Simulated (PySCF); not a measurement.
## AlH3S: saddle-point search (part 3 of 3)

Continued. System: AlH3S. Method: HCTH407/Roos-DZ, RKS (PySCF 2.14.0). 

Geometry of the input (Å):
```
Al -0.6161  -0.0642  -0.1817
S  1.1291  -0.3431  1.0966
H  -1.9817  -0.6501  0.3511
H  -0.4411  0.6960  -1.5564
H  0.9306  0.3652  -0.3387
```

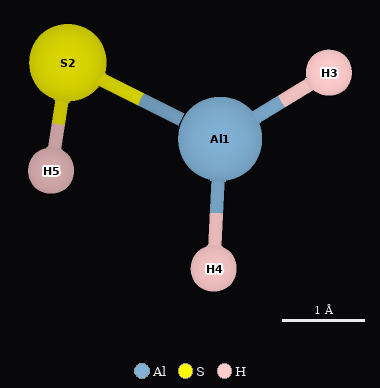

*The geometry at step 12 of the log (ball-and-stick view, seen at a tilt; atoms are numbered from 1 in the order of the input).*

### The program's output, continued
```
----------------------------------------------
cycle 22: E = -642.559574212  dE = -2.21433e-05  norm(grad) = 0.00194849
Step   21 : Displace = 2.500e-02/4.144e-02 (rms/max) Trust = 3.000e-02 (=) Grad = 8.714e-04/1.218e-03 (rms/max) E (change) = -642.5595742120 (-2.214e-05) Quality = 0.209
Hessian Eigenvalues:  -6.614e-03 -2.632e-03 -1.370e-03 -8.569e-04 -6.114e-05  2.547e-03  4.532e-03
 9.575e-03  1.521e-02  7.869e-02  1.230e-01  1.364e-01    .....    1.390e-01  1.883e-01  2.188e-01

Geometry optimization cycle 23
Cartesian coordinates (Angstrom)
 Atom        New coordinates             dX        dY        dZ
  Al  -0.997759  -0.264348   0.020734    0.013378 -0.010359  0.003852
   S   0.748249  -1.091923   1.085612    0.021023  0.006334  0.011554
   H  -2.421264  -0.667487   0.596873    0.019026 -0.017651  0.011962
   H  -0.766725   0.671762  -1.243302    0.000819 -0.023574 -0.007901
   H   1.646413  -0.518034   0.266806    0.005229  0.024908  0.009240
converged SCF energy = -642.55959301271
--------------- DFRKS_Scanner gradients ---------------
         x                y                z
0 Al    -0.0002049145     0.0001371784    -0.0000408621
1 S     0.0000767013    -0.0000943856     0.0002584483
2 H    -0.0000052749    -0.0000278363    -0.0000957800
3 H    -0.0000642020     0.0000304840    -0.0000167835
4 H     0.0001323872    -0.0000049192    -0.0001465586
----------------------------------------------
cycle 23: E = -642.559593013  dE = -1.88008e-05  norm(grad) = 0.000445426
Step   22 : Displace = 7.633e-03/1.173e-02 (rms/max) Trust = 1.250e-02 (-) Grad = 1.992e-04/2.856e-04 (rms/max) E (change) = -642.5595930127 (-1.880e-05) Quality = 0.797
Hessian Eigenvalues:  -6.682e-03 -2.638e-03 -1.194e-03 -2.553e-04 -1.715e-04  2.333e-03  4.492e-03
 9.309e-03  1.541e-02  7.903e-02  1.242e-01  1.364e-01    .....    1.390e-01  1.888e-01  2.189e-01

Geometry optimization cycle 24
Cartesian coordinates (Angstrom)
 Atom        New coordinates             dX        dY        dZ
  Al  -0.994266  -0.275231   0.021678    0.003493 -0.010884  0.000944
   S   0.751889  -1.095735   1.089633    0.003640 -0.003812  0.004022
   H  -2.418116  -0.679680   0.596261    0.003148 -0.012193 -0.000612
   H  -0.761770   0.660050  -1.242708    0.004955 -0.011712  0.000594
   H   1.649220  -0.509796   0.278991    0.002807  0.008238  0.012185
converged SCF energy = -642.55959452678
--------------- DFRKS_Scanner gradients ---------------
         x                y                z
0 Al    -0.0000476863    -0.0000301209     0.0000483822
1 S    -0.0000128540     0.0000276697    -0.0000259389
2 H    -0.0000263864     0.0000254499    -0.0000475439
3 H    -0.0000145375     0.0000140153    -0.0000109894
4 H     0.0000350945     0.0000026291    -0.0000077777
----------------------------------------------
cycle 24: E = -642.559594527  dE = -1.51407e-06  norm(grad) = 0.000112061
Step   23 : Displace = 4.092e-03/5.704e-03 (rms/max) Trust = 1.768e-02 (+) Grad = 5.012e-05/7.431e-05 (rms/max) E (change) = -642.5595945268 (-1.514e-06) Quality = 0.435
Hessian Eigenvalues:  -6.683e-03 -2.641e-03 -1.196e-03 -8.102e-04  7.255e-04  3.204e-03  5.018e-03
 9.123e-03  1.546e-02  7.968e-02  1.242e-01  1.364e-01    .....    1.390e-01  1.892e-01  2.189e-01

Geometry optimization cycle 25
Cartesian coordinates (Angstrom)
 Atom        New coordinates             dX        dY        dZ
  Al  -0.988151  -0.288307   0.026527    0.006116 -0.013075  0.004849
   S   0.757800  -1.098973   1.102690    0.005911 -0.003238  0.013057
   H  -2.411376  -0.694952   0.600959    0.006740 -0.015272  0.004698
   H  -0.755726   0.641504  -1.241944    0.006044 -0.018546  0.000764
   H   1.653806  -0.513455   0.289929    0.004586 -0.003659  0.010938
converged SCF energy = -642.559594381025
--------------- DFRKS_Scanner gradients ---------------
         x                y                z
0 Al    -0.0000567186     0.0000421458    -0.0000415081
1 S    -0.0000479747    -0.0001014037     0.0001420292
2 H     0.0000147303    -0.0000020488    -0.0000150217
3 H    -0.0000129555     0.0000217789    -0.0000253497
4 H     0.0000373632     0.0000757508    -0.0001075774
----------------------------------------------
cycle 25: E = -642.559594381  dE = 1.45755e-07  norm(grad) = 0.000244768
```

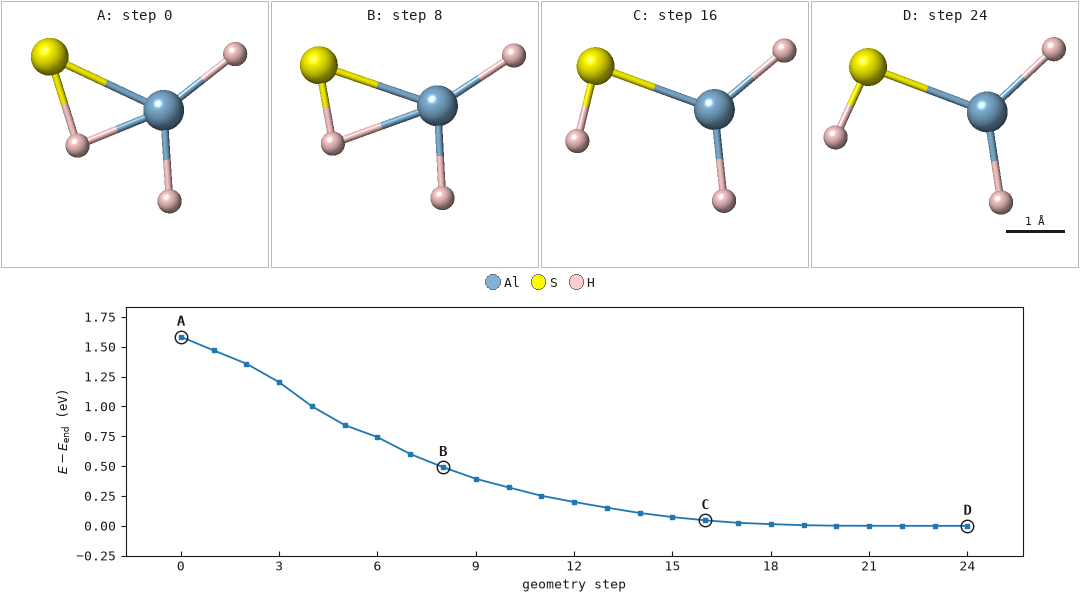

*Frames of the saddle-point search (ball-and-stick view, seen at a tilt) above the curves, on which the letters mark them (steps are counted from 0).*

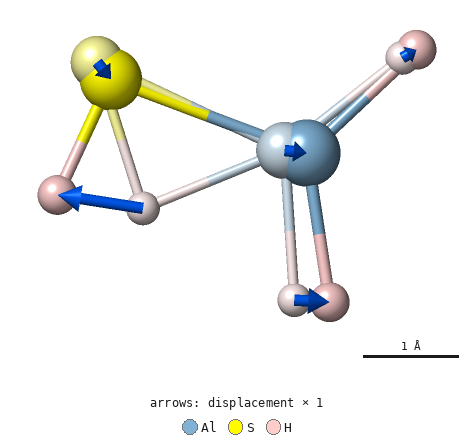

*Start (faint) and end (solid) with the displacements as blue arrows, at true length (ball-and-stick view, seen at a tilt). The two geometries are laid on each other by the best rigid fit.*

After 24 geometry steps the energy has fallen by 1.584 eV. The largest force component goes from 2.9 to 0.0073 eV/Å. The atom that moves furthest after the best rigid fit is H5 (0.91 Å). By element the largest moves are H 0.91 Å, Al 0.24 Å, S 0.23 Å. Among the contacts that change: Al1–H5 1.613 → 2.665 Å, S2–H5 1.613 → 1.344 Å, Al1–S2 2.181 → 2.205 Å, Al1–H3 1.579 → 1.588 Å. Bonds break: Al1–H5 (1.61 → 2.66 Å). Among the angles that change: Al1–S2–H5 47.5° → 94.2°. (Atoms are counted from 1 in the order of the input.)

```
Step   24 : Displace = 9.619e-04/1.535e-03 (rms/max) Trust = 2.046e-03 (-) Grad = 1.095e-04/1.810e-04 (rms/max) E (change) = -642.5595943810 (+1.458e-07) Quality = -0.058
Hessian Eigenvalues:  -6.683e-03 -2.641e-03 -1.196e-03 -8.102e-04  7.255e-04  3.204e-03  5.018e-03
 9.123e-03  1.546e-02  7.968e-02  1.242e-01  1.364e-01    .....    1.390e-01  1.892e-01  2.189e-01
Converged! =D

converged: True
Al         -0.98815055       -0.28830658        0.02652661
S           0.75779960       -1.09897346        1.10269024
H          -2.41137597       -0.69495247        0.60095914
H          -0.75572560        0.64150415       -1.24194400
H           1.65380608       -0.51345469        0.28992923
converged SCF energy = -642.559594381075
E = -642.5595943811 Eh
```

### Trajectory as extended XYZ (Å, eV, eV/Å), 25 frames, from step=0 to step=24
```
5
Properties=species:S:1:pos:R:3:forces:R:3 step=0 energy=-17483.35344
Al   -0.6161   -0.0642   -0.1817   -2.3956  -1.0948   1.0624
S     1.1291   -0.3431    1.0966   -0.3891   1.3084  -2.6592
H    -1.9817   -0.6501    0.3511   -0.2439   0.0474  -0.1947
H    -0.4411    0.6960   -1.5564    0.1031   0.1636  -0.2674
H     0.9306    0.3652   -0.3387    2.9358  -0.4228   2.0625
5
Properties=species:S:1:pos:R:3:forces:R:3 step=1 energy=-17483.46757
Al   -0.6396   -0.0714   -0.1764   -2.2425  -0.9844   0.9166
S     1.0978   -0.3542    1.1074   -0.3265   1.2906  -2.6007
H    -2.0169   -0.6487    0.3341   -0.2361   0.0402  -0.1775
H    -0.4408    0.6925   -1.5490    0.0896   0.1381  -0.2248
H     0.9329    0.3523   -0.3115    2.7243  -0.4833   2.0893
5
Properties=species:S:1:pos:R:3:forces:R:3 step=2 energy=-17483.57916
Al   -0.6442   -0.0802   -0.1707   -2.1063  -0.9060   0.8279
S     1.1101   -0.3534    1.0910   -0.3619   1.2460  -2.5162
H    -2.0315   -0.6499    0.3248   -0.2007   0.0317  -0.1455
H    -0.4409    0.6875   -1.5429    0.0774   0.1206  -0.1964
H     0.9461    0.3468   -0.3072    2.5985  -0.4913   2.0329
5
Properties=species:S:1:pos:R:3:forces:R:3 step=3 energy=-17483.73441
Al   -0.6480   -0.1083   -0.1688   -1.9361  -0.7829   0.6824
S     1.1253   -0.3924    1.0606   -0.3678   1.1941  -2.3444
H    -2.0509   -0.6601    0.3067   -0.1591   0.0196  -0.1040
H    -0.4366    0.6743   -1.5349    0.0614   0.0934  -0.1512
H     0.9735    0.3144   -0.3003    2.4075  -0.5237   1.9202
5
Properties=species:S:1:pos:R:3:forces:R:3 step=4 energy=-17483.93626
Al   -0.6456   -0.1237   -0.1256   -1.7324  -0.6268   0.4704
S     1.1524   -0.3771    1.0711   -0.3813   1.0086  -2.0237
H    -2.0684   -0.6620    0.3114   -0.0948  -0.0057  -0.0311
H    -0.4277    0.6586   -1.4965    0.0467   0.0548  -0.0848
H     1.0161    0.3063   -0.2510    2.1676  -0.4309   1.6727
5
Properties=species:S:1:pos:R:3:forces:R:3 step=5 energy=-17484.09342
Al   -0.6247   -0.1716   -0.0612   -1.5381  -0.4639   0.2608
S     1.1935   -0.4272    1.1031   -0.3683   0.8557  -1.6925
H    -2.0689   -0.6859    0.3383   -0.0445  -0.0341   0.0392
H    -0.4019    0.6228   -1.4311    0.0416   0.0139  -0.0117
H     1.0838    0.2576   -0.1805    1.9152  -0.3717   1.4078
5
Properties=species:S:1:pos:R:3:forces:R:3 step=6 energy=-17484.19456
Al   -0.6128   -0.2333    0.0637   -1.2789  -0.3119   0.0820
S     1.2571   -0.4370    1.1492   -0.3852   0.7141  -1.4404
H    -2.0617   -0.7427    0.4528   -0.0136  -0.0612   0.1023
H    -0.3922    0.5636   -1.3128   -0.0262  -0.0228   0.0312
H     1.1256    0.2347   -0.1191    1.7100  -0.3190   1.2287
5
Properties=species:S:1:pos:R:3:forces:R:3 step=7 energy=-17484.33592
Al   -0.5790   -0.2263    0.0761   -1.2305  -0.2500  -0.0204
S     1.2523   -0.4562    1.2180   -0.2299   0.4650  -0.9415
H    -2.0418   -0.7286    0.4363    0.0240  -0.0479   0.0943
H    -0.3204    0.5692   -1.2922   -0.0208  -0.0284   0.0439
H     1.2305    0.2103   -0.0131    1.4619  -0.1391   0.8271
5
Properties=species:S:1:pos:R:3:forces:R:3 step=8 energy=-17484.44574
Al   -0.5470   -0.2325    0.0966   -1.0884  -0.1908  -0.0731
S     1.2521   -0.4949    1.2850   -0.1527   0.3573  -0.7122
H    -2.0187   -0.7267    0.4374    0.0342  -0.0409   0.0851
H    -0.2553    0.5655   -1.2616   -0.0212  -0.0306   0.0474
H     1.3371    0.1797    0.0821    1.2315  -0.0948   0.6553
5
Properties=species:S:1:pos:R:3:forces:R:3 step=9 energy=-17484.54313
Al   -0.5726   -0.2336    0.0800   -0.9456  -0.1587  -0.0741
S     1.2350   -0.4809    1.2550   -0.1591  -0.0607   0.0494
H    -2.0315   -0.7432    0.4511    0.0290  -0.0278   0.0569
H    -0.2671    0.5630   -1.2709   -0.0758  -0.0189   0.0020
H     1.3782    0.1809    0.0958    1.1545   0.2657  -0.0308
5
Properties=species:S:1:pos:R:3:forces:R:3 step=10 energy=-17484.61540
Al   -0.5836   -0.2023    0.0851   -0.8514  -0.1593  -0.0569
S     1.2206   -0.4997    1.2609   -0.1201   0.0779  -0.1659
H    -2.0379   -0.7099    0.4782    0.0262  -0.0159   0.0515
H    -0.2997    0.5932   -1.2691   -0.0427  -0.0054   0.0113
H     1.4365    0.1807    0.1159    0.9914   0.1026   0.1634
5
Properties=species:S:1:pos:R:3:forces:R:3 step=11 energy=-17484.68535
Al   -0.6153   -0.1484    0.0933   -0.7279  -0.1460  -0.0642
S     1.2094   -0.5092    1.2218   -0.1319  -0.0213   0.0361
H    -2.0607   -0.6483    0.5254    0.0187  -0.0017   0.0483
H    -0.3463    0.6514   -1.2593   -0.0555   0.0130   0.0059
H     1.4853    0.1836    0.1095    0.9007   0.1552  -0.0230
5
Properties=species:S:1:pos:R:3:forces:R:3 step=12 energy=-17484.73755
Al   -0.6764   -0.0239    0.1362   -0.6248  -0.1592  -0.0733
S     1.1680   -0.5298    1.1802   -0.1038   0.0564  -0.0314
H    -2.1152   -0.4926    0.6197    0.0038   0.0230   0.0531
H    -0.4310    0.7872   -1.2136   -0.0512   0.0366   0.0277
H     1.5011    0.1845    0.0948    0.7802   0.0421   0.0267
5
Properties=species:S:1:pos:R:3:forces:R:3 step=13 energy=-17484.78507
Al   -0.6818   -0.0413    0.1200   -0.5592  -0.1289  -0.0568
S     1.1631   -0.5658    1.1598   -0.0708   0.0908  -0.0911
H    -2.1145   -0.5070    0.6254    0.0105   0.0147   0.0460
H    -0.4578    0.7853   -1.2228   -0.0332   0.0319   0.0196
H     1.5585    0.1532    0.0963    0.6564  -0.0093   0.0854
5
Properties=species:S:1:pos:R:3:forces:R:3 step=14 energy=-17484.82950
Al   -0.6798   -0.0603    0.0992   -0.4646  -0.1004  -0.0404
S     1.1796   -0.6420    1.0891   -0.0952   0.0359  -0.0047
H    -2.0997   -0.5166    0.6475    0.0142   0.0099   0.0367
H    -0.4845    0.7951   -1.2288   -0.0296   0.0311   0.0150
H     1.6310    0.0908    0.0635    0.5782   0.0227  -0.0035
5
Properties=species:S:1:pos:R:3:forces:R:3 step=15 energy=-17484.86419
Al   -0.7162   -0.0701    0.0899   -0.3876  -0.0617  -0.0557
S     1.1328   -0.6580    1.0984   -0.0324   0.0575  -0.0419
H    -2.1312   -0.5284    0.6470    0.0051   0.0044   0.0301
H    -0.5222    0.7916   -1.2343   -0.0301   0.0216   0.0150
H     1.6588    0.0625    0.0966    0.4484  -0.0227   0.0556
5
Properties=species:S:1:pos:R:3:forces:R:3 step=16 energy=-17484.89116
Al   -0.7634   -0.0963    0.0753   -0.2905  -0.0488  -0.0308
S     1.0764   -0.7236    1.0876   -0.0591   0.0348  -0.0153
H    -2.1729   -0.5501    0.6483   -0.0028   0.0013   0.0199
H    -0.5748    0.7822   -1.2379   -0.0216   0.0169   0.0127
H     1.6729   -0.0097    0.1236    0.3779  -0.0060   0.0168
5
Properties=species:S:1:pos:R:3:forces:R:3 step=17 energy=-17484.91211
Al   -0.8338   -0.1423    0.0570   -0.2453   0.0060  -0.0711
S     0.9762   -0.8405    1.0740    0.0473   0.0441  -0.0215
H    -2.2530   -0.5730    0.6240    0.0007  -0.0044   0.0147
H    -0.6193    0.7614   -1.2353   -0.0279   0.0110   0.0139
H     1.6643   -0.1344    0.1617    0.2282  -0.0587   0.0667
5
Properties=species:S:1:pos:R:3:forces:R:3 step=18 energy=-17484.92290
Al   -0.9084   -0.1824    0.0585   -0.1253  -0.0429   0.0252
S     0.8969   -0.9146    1.0847   -0.1152   0.0225  -0.0048
H    -2.3189   -0.6171    0.6429   -0.0093  -0.0034   0.0040
H    -0.7127    0.7360   -1.2248    0.0005   0.0099   0.0074
H     1.6290   -0.2223    0.2035    0.2525   0.0122  -0.0288
5
Properties=species:S:1:pos:R:3:forces:R:3 step=19 energy=-17484.93225
Al   -0.9704   -0.2248    0.0398   -0.1473   0.0776  -0.1136
S     0.7969   -1.0306    1.0547    0.1718   0.0106   0.0165
H    -2.4021   -0.6268    0.5993    0.0235  -0.0137   0.0108
H    -0.7262    0.7207   -1.2164   -0.0310   0.0068   0.0080
H     1.6297   -0.3629    0.2320   -0.0138  -0.0832   0.0801
5
Properties=species:S:1:pos:R:3:forces:R:3 step=20 energy=-17484.93616
Al   -0.9862   -0.2270    0.0108    0.0128  -0.0471   0.0589
S     0.7665   -1.0816    1.0491   -0.0976   0.0216  -0.0108
H    -2.4051   -0.6407    0.5907   -0.0086   0.0031  -0.0113
H    -0.7583    0.7343   -1.2339    0.0051   0.0065  -0.0015
H     1.6353   -0.4450    0.2507    0.0921   0.0133  -0.0335
5
Properties=species:S:1:pos:R:3:forces:R:3 step=21 energy=-17484.93676
Al   -1.0111   -0.2540    0.0169   -0.0026   0.0322  -0.0362
S     0.7272   -1.0983    1.0741    0.0573  -0.0242   0.0074
H    -2.4403   -0.6498    0.5849    0.0093  -0.0018   0.0090
H    -0.7675    0.6953   -1.2354   -0.0063  -0.0074  -0.0011
H     1.6412   -0.5429    0.2576   -0.0545  -0.0008   0.0228
5
Properties=species:S:1:pos:R:3:forces:R:3 step=22 energy=-17484.93727
Al   -0.9978   -0.2643    0.0207    0.0105  -0.0071   0.0021
S     0.7482   -1.0919    1.0856   -0.0039   0.0049  -0.0133
H    -2.4213   -0.6675    0.5969    0.0003   0.0014   0.0049
H    -0.7667    0.6718   -1.2433    0.0033  -0.0016   0.0009
H     1.6464   -0.5180    0.2668   -0.0068   0.0003   0.0075
5
Properties=species:S:1:pos:R:3:forces:R:3 step=23 energy=-17484.93731
Al   -0.9943   -0.2752    0.0217    0.0025   0.0015  -0.0025
S     0.7519   -1.0957    1.0896    0.0007  -0.0014   0.0013
H    -2.4181   -0.6797    0.5963    0.0014  -0.0013   0.0024
H    -0.7618    0.6601   -1.2427    0.0007  -0.0007   0.0006
H     1.6492   -0.5098    0.2790   -0.0018  -0.0001   0.0004
5
Properties=species:S:1:pos:R:3:forces:R:3 step=24 energy=-17484.93731
Al   -0.9882   -0.2883    0.0265    0.0029  -0.0022   0.0021
S     0.7578   -1.0990    1.1027    0.0025   0.0052  -0.0073
H    -2.4114   -0.6950    0.6010   -0.0008   0.0001   0.0008
H    -0.7557    0.6415   -1.2419    0.0007  -0.0011   0.0013
H     1.6538   -0.5135    0.2899   -0.0019  -0.0039   0.0055
```

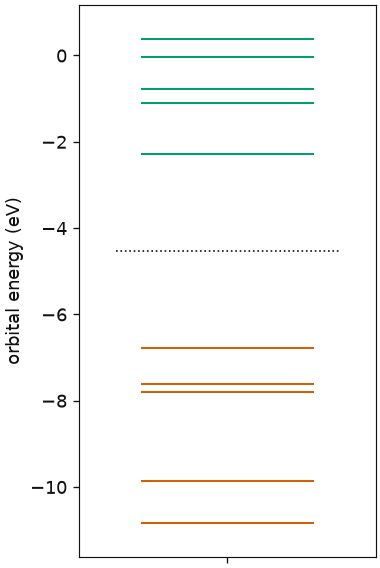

*Orbital energies near the frontier; the dotted line parts filled from empty levels, and levels within 0.02 eV of each other stand side by side.*

Highest filled −6.79 eV, lowest empty −2.29 eV, 4.50 eV apart.

### Results in brief

```json
{"quantity": "outcome", "value": "converged"}
{"quantity": "total energy", "value": "−642.559594 hartree"}
{"quantity": "basis functions", "value": "81"}
{"quantity": "HOMO", "value": "−6.79 eV"}
{"quantity": "LUMO", "value": "−2.29 eV"}
{"quantity": "dipole moment", "value": "0.96 D"}
{"quantity": "hardware", "value": "1 thread of Arm Neoverse V2, 24 GiB of memory available, shared host"}
{"quantity": "wall time", "value": "2.9 min"}
{"quantity": "peak memory", "value": "1.1 GiB"}
```
